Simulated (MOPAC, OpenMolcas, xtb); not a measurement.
**A ladder of methods for CH4BS (SMILES C[B]S)**

CH4BS has 7 atoms, charge 0, and is taken as a doublet. SMILES: `C[B]S`. The coordinates come from a PBE0-D4/def2-TZVP relaxation. This is one conformer, not always the lowest.

```xyz
7

C    -0.8772    0.4545   -0.1603
B     0.2095   -0.5715    0.2409
S     1.9529   -0.4304    0.0534
H    -1.5798   -0.0074   -0.8621
H    -0.4929    1.3746   -0.6139
H    -1.4715    0.7263    0.7184
H     2.3203   -1.6140    0.5778
```

Quantity: the dipole moment, in D. The values are calculated.

```csv
level,kind,program,value (D),CPU time
AM1,semi-empirical,MOPAC,1.55,under 2 s
PM6,semi-empirical,MOPAC,1.46,under 2 s
GFN2-xTB,semi-empirical,xtb,1.55,under 2 s
GFN0-xTB,semi-empirical,xtb,2.40,under 2 s
UHF/STO-3G,Hartree–Fock,OpenMolcas,0.82,2.1 s
UHF/3-21G,Hartree–Fock,OpenMolcas,1.16,2.3 s
UHF/def2-SVP,Hartree–Fock,OpenMolcas,0.40,4.5 s
USVWN5/pcseg-1,LDA,OpenMolcas,0.20,19 s
UPW91/def-TZVP (RICD fitting),GGA,OpenMolcas,0.12,10 s
UBLYP/aug-cc-pVDZ,GGA,OpenMolcas,0.18,86 s
```

The values span 0.12 to 2.40 D. Magnitudes only: a small dipole may point the other way at some levels. Sets without polarisation functions give poor dipoles. Without the sets that lack polarisation functions the rows with a basis span only 0.12 to 0.40 D. CPU times are rough (shared hosts, several kinds of processor): they show what a rung costs within a factor of a few.

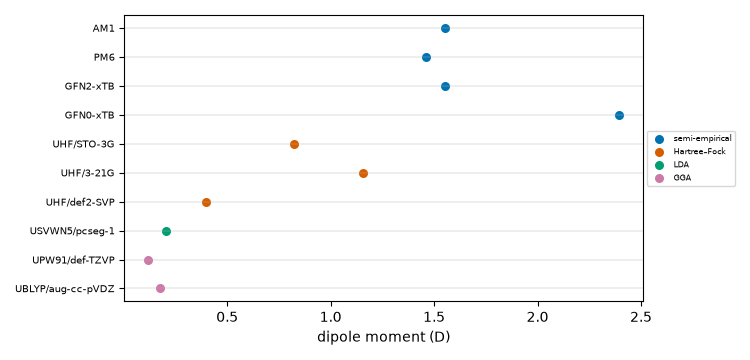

The values of the table, level by level.
